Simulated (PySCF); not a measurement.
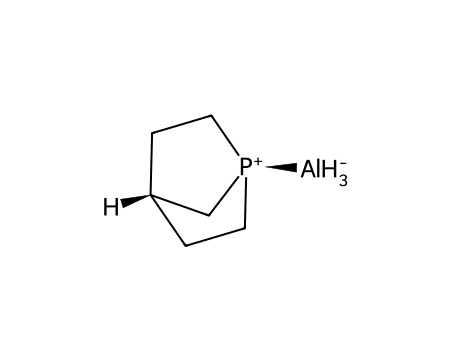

Skeletal drawing of a molecule.

> Write the SMILES.

[AlH3-][P@+]12CC[C@H](CC1)C2

> Give the formula, hydrogens included.

C6H14AlP.

More results for the same structure follow; atom numbers are the same in all pictures, views and colours differ. The computed structure is the end point of a PBE0-D3(BJ)/def2-SVP optimisation. No frequency run is at hand to confirm it as a minimum.

### Geometry

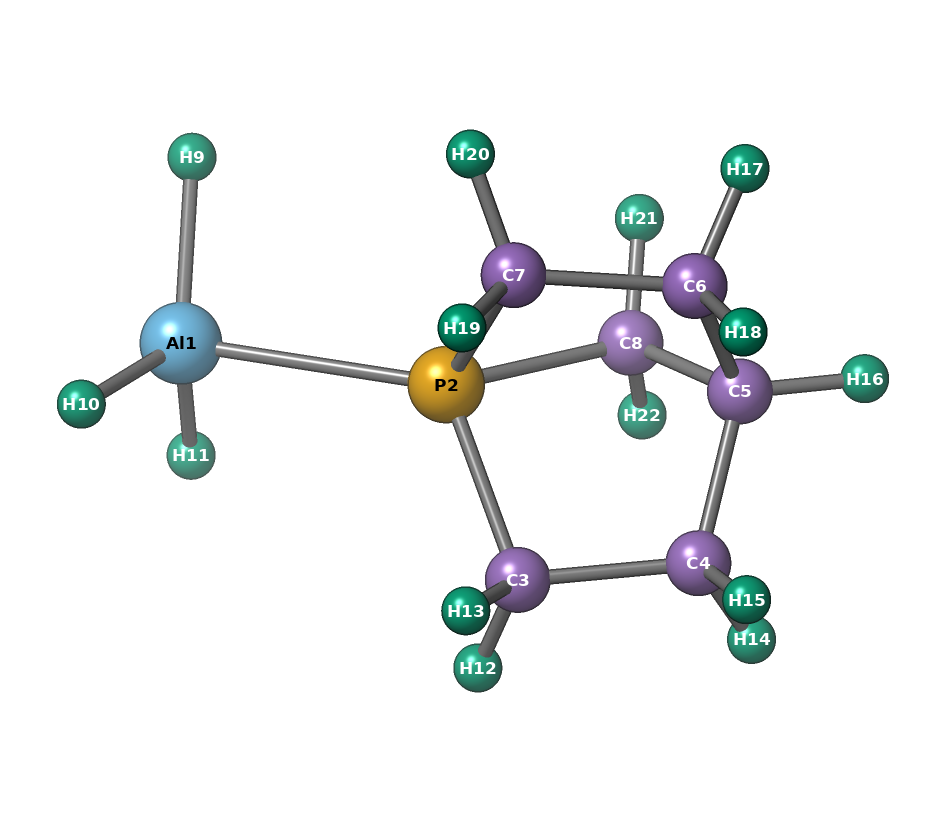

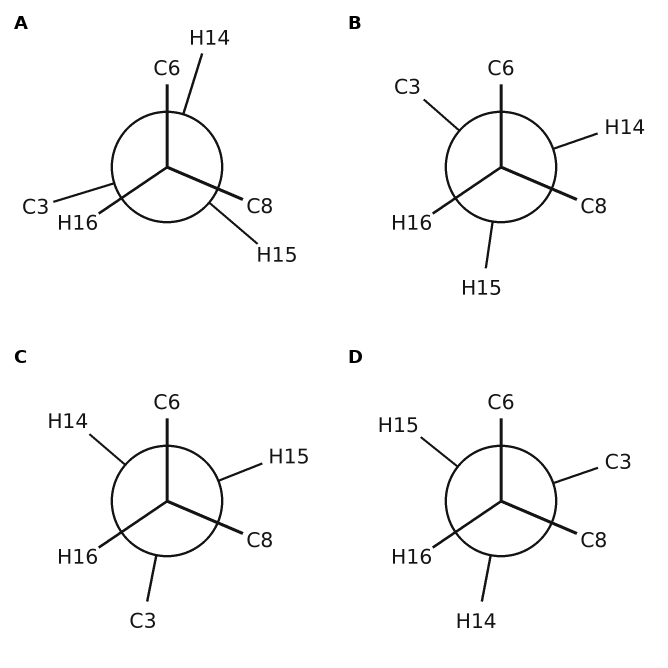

Depth is shown by fading: the farther an atom, the more it takes the colour of the background. Bonds that would overlap in a projection are set slightly apart. No frequency run is at hand to confirm it as a minimum.

> Which Newman projection shows the view along C5–C4, with C5 in front?

D. The torsion angle C6–C5–C4–C3 is 71°, synclinal (gauche).

### Core levels

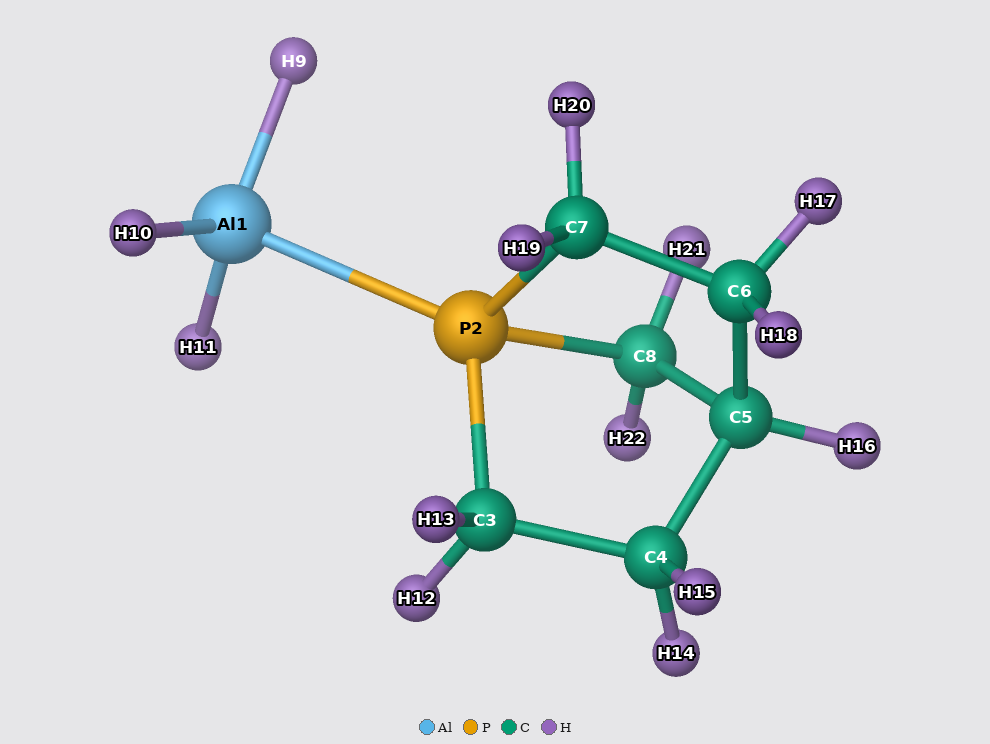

No frequency run is at hand to confirm it as a minimum. Method: delta-SCF UKS SCAN, pcX-2 on the ionised atom, pcseg-1 elsewhere, spin-free X2C (PySCF 2.14.0).

Give the core-electron binding energies (to vacuum; p and d levels without spin–orbit splitting) of Al1 1s, Al1 2p, P2 1s, P2 2p, C3 1s, C4 1s, C5 1s, C8 1s.

```
atom  level  binding energy (eV)
 Al1     1s               1564.9
 Al1     2p                 78.6
  P2     1s               2150.3
  P2     2p                137.0
  C3     1s                290.8
  C4     1s                291.0
  C5     1s                291.1
  C8     1s                290.8
```

### Electronic properties

No frequency run is at hand to confirm it as a minimum. Method: PBE0/pcSseg-1 in chloroform (IEF-PCM) (PySCF 2.14.0).

> What is the dipole moment?

7.60 D.

> Estimate the HOMO–LUMO gap.

8.23 eV.

> Give the HOMO energy (Kohn–Sham orbital) at this level.

−7.85 eV.

### NMR shielding

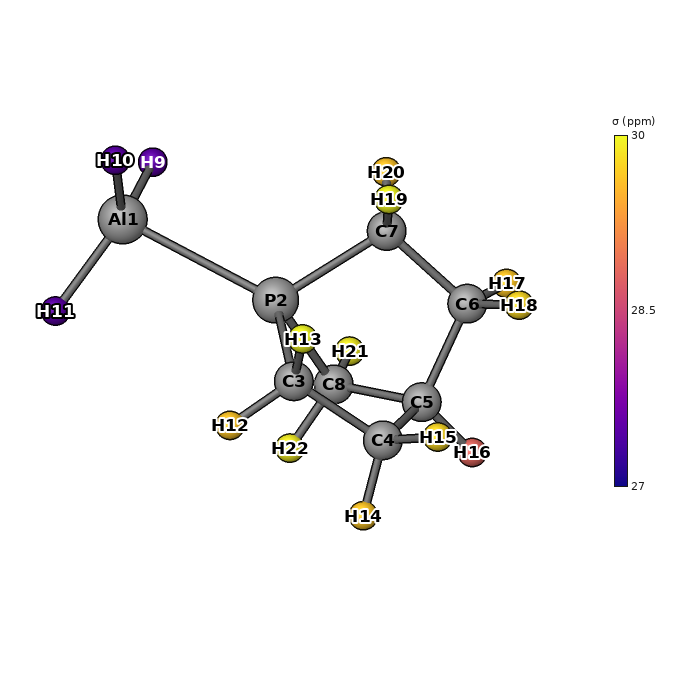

Atoms are coloured by their isotropic NMR shieldings (H only, the others grey). No frequency run is at hand to confirm it as a minimum. Method: GIAO PBE0/pcSseg-1 NMR shielding, non-relativistic, gas phase (PySCF 2.14.0).

Give the isotropic NMR shieldings of the H atoms atom by atom.

```tsv
atom	σ (ppm)
H9	27.49
H10	27.48
H11	27.49
H12	29.63
H13	29.98
H14	29.64
H15	29.77
H16	28.84
H17	29.64
H18	29.77
H19	29.98
H20	29.62
H21	29.92
H22	29.93
```

### Ring current

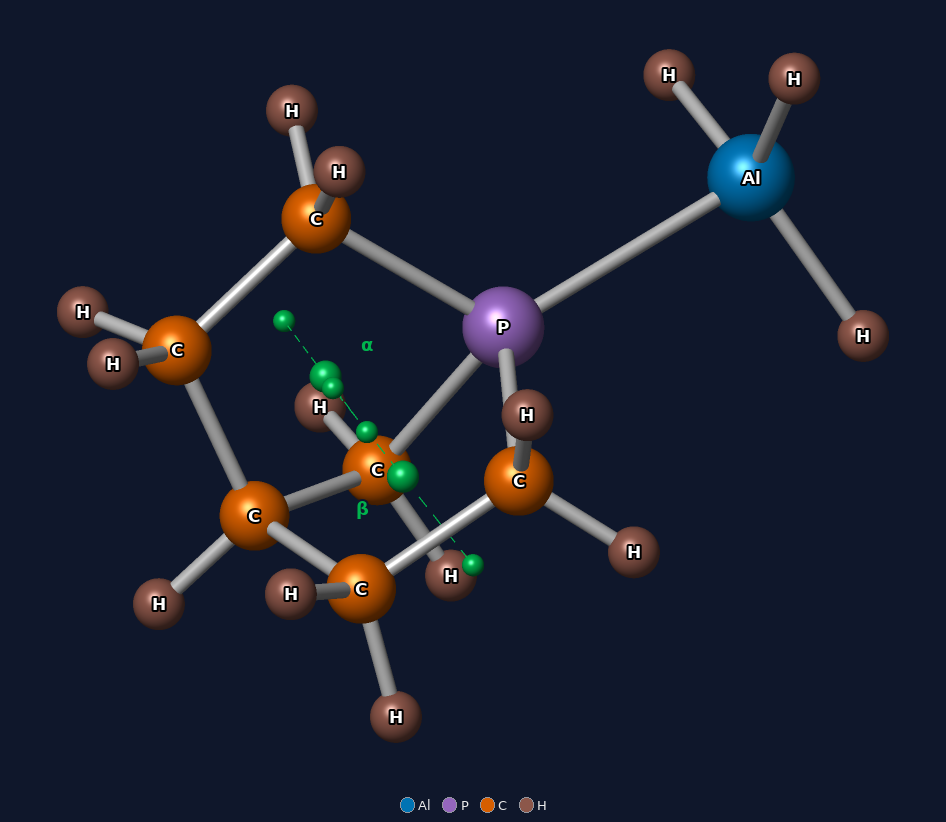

The small points mark where nucleus-independent chemical shifts (NICS) were computed: at the centre of each lettered ring and 1 Å above and below it. No frequency run is at hand to confirm it as a minimum. Level of theory: GIAO PBE0/pcSseg-1 NMR shielding, non-relativistic, gas phase (PySCF 2.14.0).

Give NICS(0), NICS(1) and the out-of-plane component NICS(1)zz for each ring (means of the two sides).

```tsv
ring	members	NICS(0)	NICS(1)	NICS(1)zz
α	C4P	−8.6	−6.5	−7.8
β	C4P	−8.6	−6.5	−7.8
```

Values in ppm.
